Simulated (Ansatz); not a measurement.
# Single-point calculation, with input and output: B$_{4}$

System: B$_{4}$.
Method: RKS PBE0-D4/def2-TZVP (Ansatz 0.2.0).

The geometry comes from this level: PBE-D4/def2-TZVP. Figures and captions count atoms from 1; the log counts them from 0 in places.

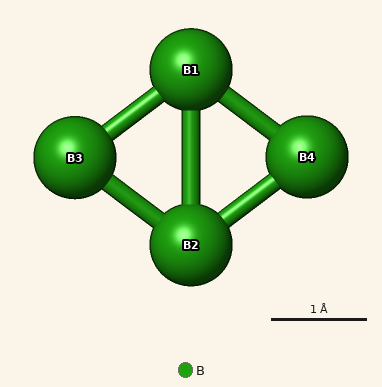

**Figure 1.** The structure as given in the input (ball-and-stick view, seen on its broad side; atoms are numbered from 1 in the order of the input). Bond lengths as drawn: B–B 1.54 to 1.84 Å.

Input:
```yaml
crystal:
  periodic: [false, false, false]
  atoms:
    - {symbol: B, position_ang: [-0.510299, 0.765738, 0.043141]}
    - {symbol: B, position_ang: [0.510667, -0.765840, -0.036293]}
    - {symbol: B, position_ang: [-1.020907, -0.682363, 0.036585]}
    - {symbol: B, position_ang: [1.020539, 0.682474, -0.043432]}
basis:
  gaussian: {orbitals: def2-TZVP, initial_orbitals: start.molden}
hamiltonian: {xc: pbe0, dispersion: d4}
output: {forces: true, orbitals: {seedname: orbitals}}
```

Launched with:
```bash
ansatz run in.yaml --threads 4 --pin off --events-out ev --progress --plain --max-ram 3916MiB
```

The program's output:
```
Functional definition: PBE0
  name "PBE0"
  cite "Adamo & Barone, J. Chem. Phys. 110, 6158 (1999) doi:10.1063/1.478522"
  cite "Perdew, Burke & Ernzerhof, Phys. Rev. Lett. 77, 3865 (1996) doi:10.1103/PhysRevLett.77.3865"
  parent pbe
  parameter a = 0.25
  parameter kappa = 0.804
  parameter beta = 0.06672455060314922
  exchange = (1 - a)*pbe_x(kappa = kappa, mu = beta*pi^2/3) + a*exact_x
  correlation = pbe_c(beta = beta)
676 factors; their error is unknown
mean field evaluation 1: about -2613.0739 eV, gradient 1.7e2 eV
mean field evaluation 2: about -2655.9669 eV, gradient 5.2e1 eV
mean field evaluation 4: about -2681.7958 eV, gradient 3.9e1 eV
mean field evaluation 8: about -2694.2608 eV, gradient 3.8e-1 eV
mean field evaluation 16: about -2684.5636 eV, gradient 5.3e1 eV
mean field evaluation 32: about -2694.2658 eV, gradient 8.5e-6 eV
mean field -2694.26582809 eV, -99.0124429433 hartree, gradient 2.2e-5 eV, S^2 0.000000; 1 other end points of the search recorded, 0 dependent functions left out
the calculation of the forces begins
reference -2694.26585312 eV, -99.0124438633 hartree; 10, 10 occupied and 114, 114 virtual orbitals, 676 factors
Total energy: -2694.33783347 eV, -99.0150890924 hartree
Atom 0 at    -0.510299     0.765738     0.043141 Å, force     0.143052    -0.213285    -0.027937 eV/Å
Atom 1 at     0.510667    -0.765840    -0.036293 Å, force    -0.145958     0.212943    -0.005581 eV/Å
Atom 2 at    -1.020907    -0.682363     0.036585 Å, force     0.491829     0.326187    -0.002490 eV/Å
Atom 3 at     1.020539     0.682474    -0.043432 Å, force    -0.488923    -0.325845     0.036009 eV/Å
Dipole moment:    -0.000034     0.000004    -0.000523 e Å
```

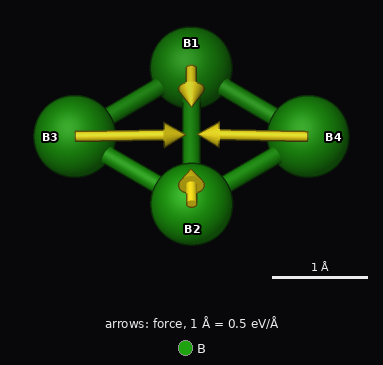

**Figure 2.** Forces on the atoms as yellow arrows (ball-and-stick view, seen at a tilt; atoms are numbered from 1 in the order of the input). The largest act on B3, B4 (0.59 eV/Å); B1, B2 (0.26 eV/Å). The geometry is not a stationary point of this energy.

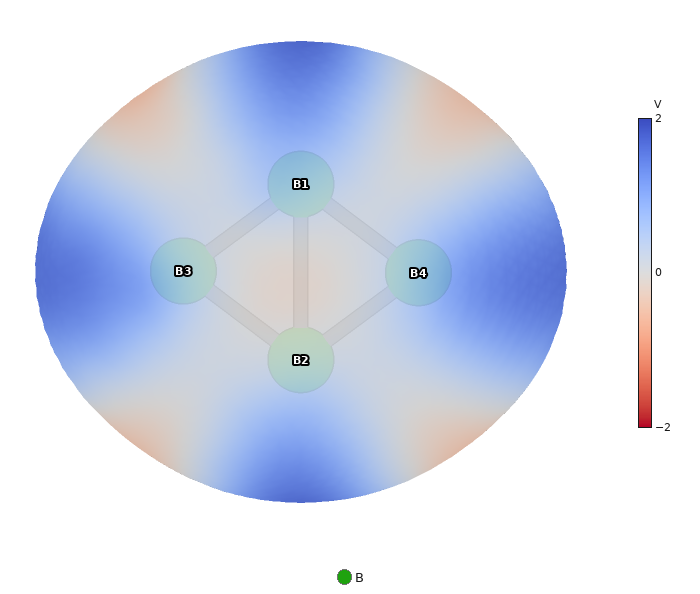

**Figure 3.** The electrostatic potential painted on the density surface at 0.004 e/bohr³, seen face on; the colour scale runs from red (negative) to blue (positive). A positive charge is drawn to the negative regions and a negative charge to the positive ones.

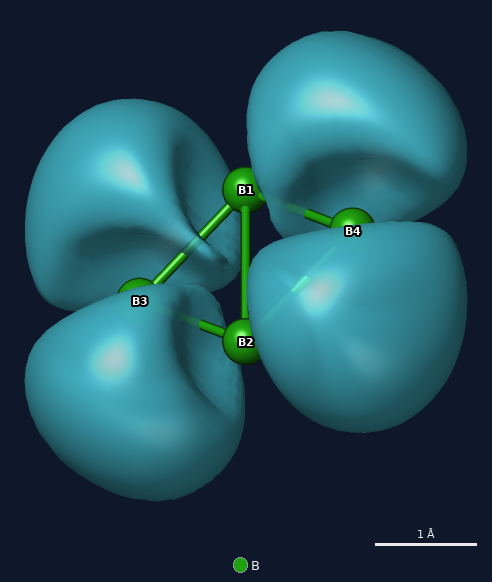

**Figure 4.** Isosurface of the ELF at 0.75 (cyan), seen at a tilt. Core shells and regions of very low density are left out. Profiles from the grid: B–B (1.54 Å): the ELF peaks at about 0.85 between the atoms (localised, shared-pair bonding).

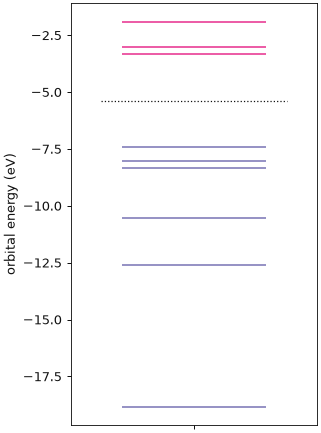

**Figure 5.** Orbital energies near the frontier; the dotted line parts filled from empty levels, and levels within 0.02 eV of each other stand side by side. Highest filled −7.43 eV, lowest empty −3.34 eV, 4.09 eV apart.

Key numbers:

- outcome: converged
- total energy: −2694.3378 eV
- mean-field energy: −2694.2659 eV
- dispersion energy: −0.0720 eV
- SCF solution under orbital rotations: stable
- HOMO: −7.43 eV
- LUMO: −3.34 eV
- largest force (length of the vector): 0.590 eV/Å
- dipole moment: 0.00 D
- hardware: 4 threads of Arm Neoverse V2, 23 GiB of memory available, shared host
- wall time: 0.85 s (CPU time 2.9 s)
- peak memory: 0.17 GiB
